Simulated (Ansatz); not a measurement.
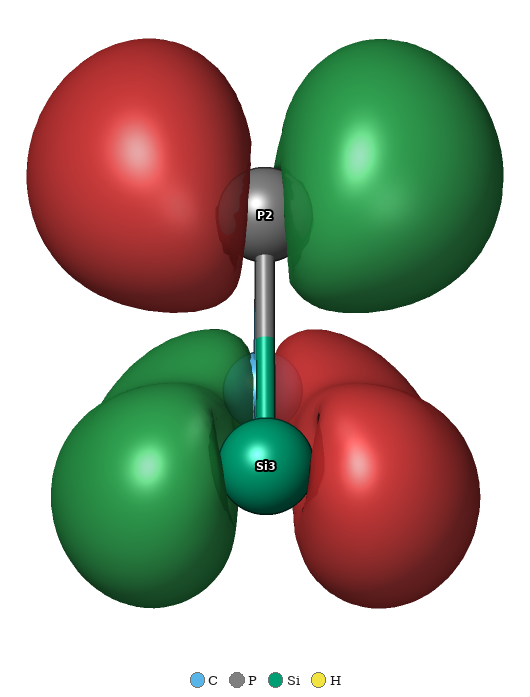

CHPSi. The LUMO at ±0.1 Å⁻³ᐟ² (green and red are the two phases), seen at an oblique angle.

Geometry: B3LYP-D3(BJ)/def2-SVP.

Method: isolated molecule in a Gaussian basis; Kohn-Sham density functional theory, functional PBE0 in Ansatz.

```xyz
4

C    -0.1468    0.0249   -0.5392
P     1.1034    0.5685    0.4782
Si   -1.0265    1.3176    0.4068
H    -0.2046   -0.7401   -1.3204
```

> Describe this orbital and give its energy.

It lies mainly on P2 (about 55 %), Si3 (about 30 %) and C1 (about 15 %); it changes sign across the molecular plane (π type); π-bonding across C1–Si3; π-antibonding (a node) across P2–Si3. Its energy is −2.46 eV.
